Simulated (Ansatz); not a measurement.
**Fields on a plane of AlRu (CsCl type)**

```yaml
crystal:
  lattice:
    - [2.97635, 0.00000, 0.00000]
    - [0.00000, 2.97635, 0.00000]
    - [0.00000, 0.00000, 2.97635]
  atoms:
    - { symbol: Al, position: [0.00000, 0.00000, 0.00000] }
    - { symbol: Ru, position: [0.50000, 0.50000, 0.50000] }
```

The slice is a {110} plane (indices of the conventional cell) through the point (0.500, 0.500, 0.500) (fractional), spanned by u = [100] and v = [011] in vectors of this cell: u (2.98 Å) and v (4.21 Å, at 90° to u). It covers one period; positions are fractions (u, v).

Atoms on it: Al at (0.50, 0.50); Ru at (0.00, 0.00).

Level of theory: PBEsol (plane waves to 420 eV, PAW, scalar-relativistic; Ansatz, an electronic-structure program). k mesh 16×16×16. Near the nuclei the fields are pseudised (PAW); where an atom keeps semicore shells as valence, they peak there. AlRu is run without spin polarisation. AlRu was relaxed with its symmetry unable to fall.

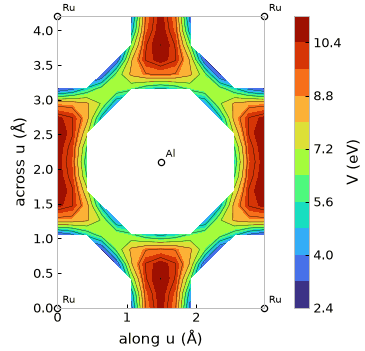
Figure: Electrostatic potential energy of an electron, from the cell's mean, in eV, one period of the plane, atoms marked. Points within 1 Å of a nucleus are left white, as the pseudised field means little there. Values under 3 eV are set to 3. The zero, the cell's mean, hangs on the PAW cores.

```
|9999997755443333334455779999|
|9999887755333322333355778899|
|8888775544333322333344557788|
|6666554433332222223333445566|
|4444443333332222223333334444|
|3333333333222222222233333333|
|2222222222221111112222222222|
|2222222222110000001122222222|
|2222222211000000000011222222|
|2222222211000000000011222222|
|2222222211000000000011222222|
|2222222222110000001122222222|
|2222222222221111112222222222|
|3333333333222222222233333333|
|4444443333332222223333334444|
|6666554433332222223333445566|
|8888775544333322333344557788|
|9999887755333322333355778899|
|9999997755443333334455779999|
|9999998866443333334466889999|
```
Scale: ten equal steps from -1.22 (start of '0') to 1.01 (end of '9'), in the order '0123456789'. Values: log₁₀ of the valence density in e/Å³. The map has 14 points along u (two characters each, u = 0 at the left) and 20 along v (v = 0 in the bottom row). The scale is logarithmic, as a density can span decades between atoms and voids.

| Quantity | Value |
|---|---|
| Density on the Al–Ru line (2.58 Å) at its midpoint | 0.37 e/Å³ |
| ELF at that point | 0.4 |
